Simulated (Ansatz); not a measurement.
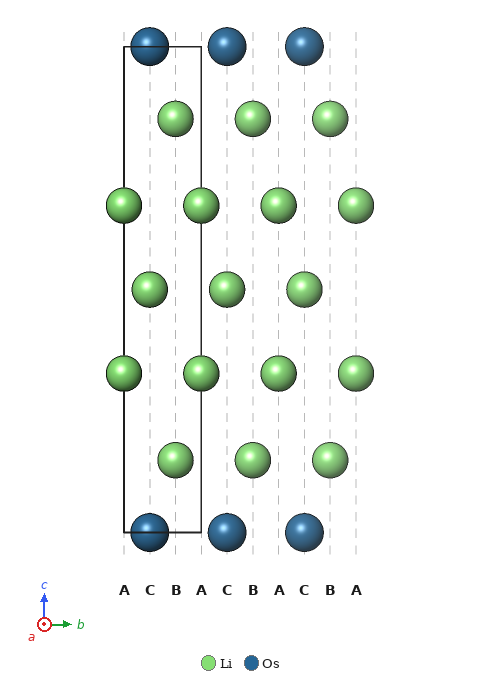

The picture looks along a close-packed row of the hexagonal mesh; c points upwards. The dashed lines mark the three columns A (0, 0), B (1/3, 2/3) and C (2/3, 1/3). The sequence starts with the first layer at or above the cell's origin.

Li₅Os. Coordinates: coordinates from a relaxation with DFT PBE, scalar-relativistic, plane waves, PAW (Ansatz 0.2.0); the starting structure was generated, so it need not be a known form of this composition.

### Give the sequence of layers in one repeat, with element and column.

Os(C) – Li(B) – Li(A) – Li(C) – Li(A) – Li(B) (six layers in 14.80 Å).

### Taking all atoms as equal spheres, what packing is it?

As equal spheres, CBACAB: a mixed close packing, (cch) in Jagodzinski's notation.
